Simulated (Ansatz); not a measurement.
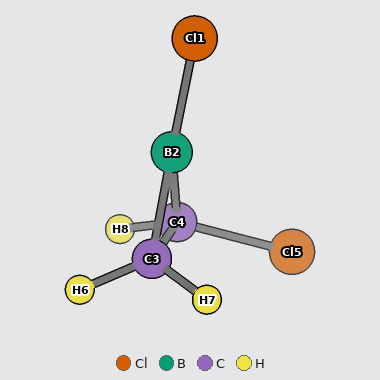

The system is C₂H₃BCl₂ (SMILES ClB1CC1Cl) with the probe H; the picture shows it without the atoms that are moved over the map. The probe is moved over a plane parallel to the molecule's main plane, 3.45 Å above it. First axis: x of the probe's H atom. Second axis: y of the probe's H atom. Nothing is relaxed (molecule and probe rigid). Grid: 11 × 11 points. Points are written as (first, second). Energies are in kcal/mol, from the lowest grid point. Method: Ansatz 0.2.0, UKS B3LYP-D4/def2-SVPD.

Range: x of the probe's H atom from −3.5 to 3.5 Å; y of the probe's H atom from −3.5 to 3.5 Å.

**What landscape does the calculation give?**

The lowest grid point is at (−0.7 Å, 0.0 Å) [nearest 1 H at 2.55 Å]. The bottom of the well lies between grid points, at about (−0.6 Å, −0.3 Å), about 0.014 kcal/mol lower on the interpolated surface. No other kind of well shows on this grid. The highest grid point, (−3.5 Å, 3.5 Å), lies 0.595 kcal/mol above the lowest. Near the minimum the curvatures are about 0.0042 and 0.014 eV/Å² along the soft and the stiff direction.

```
y of the probe's H atom ↓, x of the probe's H atom →   −3.5   −2.8   −2.1   −1.4   −0.7    0.0    0.7    1.4    2.1    2.8    3.5
                                                 3.5  0.595  0.551  0.490  0.426  0.385  0.382  0.414  0.468  0.522  0.563  0.593
                                                 2.8  0.553  0.480  0.379  0.293  0.269  0.282  0.302  0.361  0.444  0.508  0.552
                                                 2.1  0.502  0.399  0.267  0.186  0.222  0.278  0.253  0.268  0.357  0.443  0.503
                                                 1.4  0.444  0.319  0.173  0.108  0.195  0.289  0.225  0.187  0.263  0.358  0.440
                                                 0.7  0.379  0.248  0.111  0.038  0.106  0.188  0.131  0.107  0.181  0.276  0.370
                                                 0.0  0.326  0.220  0.114  0.017  0.000  0.035  0.042  0.079  0.157  0.236  0.322
                                                −0.7  0.302  0.221  0.159  0.067  0.003  0.012  0.056  0.119  0.183  0.240  0.312
                                                −1.4  0.310  0.234  0.193  0.134  0.090  0.102  0.141  0.182  0.223  0.268  0.336
                                                −2.1  0.358  0.278  0.235  0.207  0.201  0.227  0.253  0.268  0.290  0.330  0.394
                                                −2.8  0.433  0.370  0.331  0.319  0.329  0.355  0.372  0.377  0.391  0.421  0.467
                                                −3.5  0.504  0.471  0.448  0.441  0.447  0.459  0.468  0.475  0.486  0.503  0.527
```

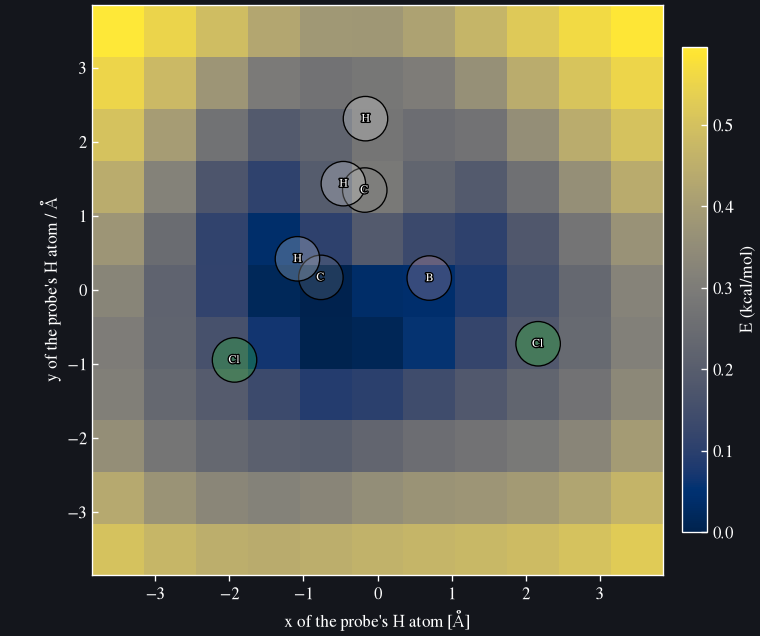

The picture shows one coloured cell a grid point, labelled circles for the molecule's atoms, projected on the plane.

The whole map (121 points run) took 30 min on 1 thread of Arm Neoverse V2 (shared host).
